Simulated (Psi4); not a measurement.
# SnH2F (SMILES [F][SnH2]): UCAM-B3LYP/def2-TZVPD (core potential, sweep point 5)

Aim: the vertical ionisation energy of SnH2F at UCAM-B3LYP/def2-TZVPD (core potential, sweep point 5), from 2 runs. 

Program for the calculation: Psi4 1.11.

4 further runs of the same task are left out: 4 set aside as unsound or not needed.

## (1) The system as given

SnH2F has 4 atoms, charge 0, and is taken as a doublet. SMILES: `[F][SnH2]`. Geometry: relaxed at PBE0-D4/def2-TZVP.

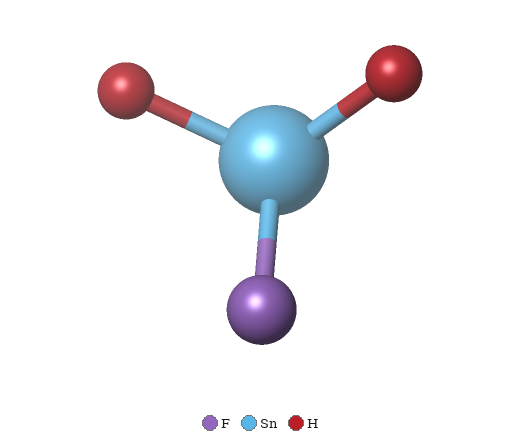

Viewed from a chosen angle; fluorine purple, tin blue, hydrogen red.

## (2) The energy at UCAM-B3LYP/def2-TZVPD (core potential, sweep point 5)

The input, calc.inp:

```
memory 1.6 GB

molecule geom {
  0 2
  F     -1.552600    -0.190000     0.640700
  Sn     0.028300    -0.242200    -0.468300
  H      1.184100    -1.054400     0.524100
  H      0.395700     1.426200    -0.716700
  symmetry c1
}

set {
  basis                def2-TZVPD
  reference            uks
  puream               true
  scf_type             pk
  dft_radial_points    75
  dft_spherical_points 302
  maxiter              150
}

e = energy('cam-b3lyp')
print_variables()
```

Command:

```console
$ psi4 -n 1 calc.inp calc.out
```

calc.out:

```text
[...]
    !!!  WARNING: ECP capability is in beta. Please check occupations closely.  !!!
[...]
  Running in c1 symmetry.
[...]
  Nuclear repulsion =   71.224961374238049
[...]
  Multiplicity = 2
[...]
  Nalpha       = 17
  Nbeta        = 16
[...]
    Number of basis functions: 114
[...]
   @UKS iter   1:  -315.14871630891031   -1.40408e+00   6.24483e-03 DIIS/ADIIS
[...]
   @UKS iter   9:  -315.33597527484835   -7.23326e-08   6.20589e-07 DIIS
[...]
   @S^2 Observed:                7.533786072E-01
[...]
    Orbital Energies [Eh]
    ---------------------
    Alpha Occupied:
       1A    -24.703419     2A     -5.200869     3A     -3.545363
       4A     -3.542811     5A     -3.539386     6A     -1.218598
       7A     -1.123215     8A     -1.123036     9A     -1.119448
      10A     -1.118420    11A     -1.103323    12A     -0.604016
      13A     -0.471078    14A     -0.465739    15A     -0.455864
      16A     -0.403776    17A     -0.293548
    Alpha Virtual:
      18A     -0.005109    19A      0.020431    20A      0.045874
      21A      0.054033    22A      0.084732    23A      0.090444
      24A      0.093112    25A      0.096239    26A      0.106760
[...]
  @UKS Final Energy:  -315.33597527484835
   => Energetics <=
    Nuclear Repulsion Energy =             71.2249613742380490
    One-Electron Energy =                -659.1363912065805835
    Two-Electron Energy =                 293.8773594537859708
    DFT Exchange-Correlation Energy =     -21.3019048962918198
    Empirical Dispersion Energy =           0.0000000000000000
    VV10 Nonlocal Energy =                  0.0000000000000000
    Total Energy =                       -315.3359752748483515
[...]
 Multipole Moments:
 ------------------------------------------------------------------------------------
     Multipole            Electronic (a.u.)      Nuclear  (a.u.)        Total (a.u.)
 ------------------------------------------------------------------------------------
 L = 1.  Multiply by 2.5417464519 to convert [e a0] to [Debye]
 Dipole X            :         12.2418622          -11.3966557            0.8452064
 Dipole Y            :         -1.7698403            1.6850364           -0.0848038
 Dipole Z            :        -11.3183237           10.6115281           -0.7067957
 Magnitude           :                                                    1.1050456
[...]
```

It took 11 s on 1 thread of AMD EPYC 9R45 (Zen 5), shared host; peak memory 0.78 GiB.

## (3) The singlet cation at the same level

The input, calc.dat:

```
memory 1600 mb

molecule {
  1 1
  F     -1.552600    -0.190000     0.640700
  Sn     0.028300    -0.242200    -0.468300
  H      1.184100    -1.054400     0.524100
  H      0.395700     1.426200    -0.716700
  symmetry c1
}

set {
  basis                def2-TZVPD
  reference            rks
  puream               true
  scf_type             pk
  dft_radial_points    75
  dft_spherical_points 302
}

energy_value, wavefunction = energy("cam-b3lyp", return_wfn=True)
```

Command:

```console
$ psi4 -n 1 calc.dat calc.out
```

calc.out:

```text
[...]
    !!!  WARNING: ECP capability is in beta. Please check occupations closely.  !!!
[...]
  Running in c1 symmetry.
[...]
  Nuclear repulsion =   71.224961374238049
[...]
  Multiplicity = 1
[...]
  Nalpha       = 16
  Nbeta        = 16
[...]
    Number of basis functions: 114
[...]
   @RKS iter   1:  -314.86652171279115   -1.12188e+00   5.56257e-03 DIIS/ADIIS
[...]
   @RKS iter   9:  -314.99805331492428   -3.13622e-08   2.99084e-07 DIIS
[...]
    Orbital Energies [Eh]
    ---------------------
    Doubly Occupied:
       1A    -24.948358     2A     -5.495298     3A     -3.845421
       4A     -3.834132     5A     -3.830828     6A     -1.468083
       7A     -1.418928     8A     -1.417306     9A     -1.413295
      10A     -1.406390    11A     -1.377031    12A     -0.849253
      13A     -0.699900    14A     -0.699259    15A     -0.685705
      16A     -0.640424
[...]
  @RKS Final Energy:  -314.99805331492428
   => Energetics <=
    Nuclear Repulsion Energy =             71.2249613742380490
    One-Electron Energy =                -650.1891918030669331
    Two-Electron Energy =                 285.0854556049131361
    DFT Exchange-Correlation Energy =     -21.1192784910085862
    Empirical Dispersion Energy =           0.0000000000000000
    VV10 Nonlocal Energy =                  0.0000000000000000
    Total Energy =                       -314.9980533149242774
[...]
 Multipole Moments:
 ------------------------------------------------------------------------------------
     Multipole            Electronic (a.u.)      Nuclear  (a.u.)        Total (a.u.)
 ------------------------------------------------------------------------------------
 L = 1.  Multiply by 2.5417464519 to convert [e a0] to [Debye]
 Dipole X            :         12.6155716          -11.3966557            1.2189159
 Dipole Y            :         -1.8515037            1.6850364           -0.1664673
 Dipole Z            :        -11.7189768           10.6115281           -1.1074487
 Magnitude           :                                                    1.6552673
[...]
```

Run time: 7.5 s. Hardware: 1 thread of AMD EPYC 9R45 (Zen 5), shared host; peak memory 0.77 GiB.

## (4) What came out

Level: UCAM-B3LYP/def2-TZVPD (core potential, sweep point 5).

| quantity | value |
| --- | --- |
| doublet SnH2F: total energy | -315.33598 Eh |
| doublet SnH2F: dipole moment | 2.81 D |
| doublet SnH2F: HOMO energy (highest over α and β) | -7.99 eV |
| doublet SnH2F: LUMO energy (lowest over α and β) | -2.80 eV |
| doublet SnH2F: ⟨S²⟩ | 0.753 |
| singlet cation: total energy | -314.99805 Eh |
| singlet cation: HOMO energy | -17.43 eV |
| singlet cation: LUMO energy | -10.39 eV |
| singlet cation: HOMO–LUMO gap | 7.03 eV |
| vertical ionisation energy (to the singlet cation) | 9.195 eV |

**Reading.** Removing an electron at fixed nuclei costs 9.20 eV (212 kcal/mol). Only the singlet of the ionised species was computed; a triplet could lie lower.
